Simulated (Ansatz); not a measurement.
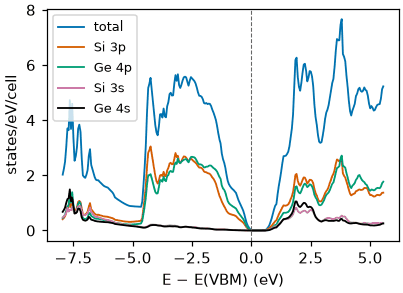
Figure: Total and projected density of states of SiGe in space group Pmma (No. 51; Si on 2e, Si on 2f, Ge on 2e, Ge on 2f), DFT-r²SCAN in the program Ansatz with PAW potentials

Q: Which orbitals carry the states next to the gap?

A: Top 1 eV of the valence band: Ge 4p 58 %, Si 3p 38 %. Bottom 1 eV of the conduction band: Si 3p 35 %, Ge 4p 23 %, Si 3s 15 %, Ge 4s 14 %, outside the projected shells 12 %. Projections are on Löwdin-orthogonalised atomic valence shells; empty p or d shells of many metals are not among them.

Q: Where is the tallest occupied peak in this window, and what makes it?

A: Near -3.1 eV, about 5.7 states/eV per cell; the largest projected share is Si 3p.

The start of the workflow was typed in or built on a structure type; neither database checked (COD, Materials Project) lists it. Its standing as an ambient phase is unchecked. The cell was relaxed with r²SCAN under the symmetry of its start; whether a distortion lowers the energy is not shown. Spin–orbit coupling is left out wherever it is not named.

Potentials: the later of the program's two PAW sets.
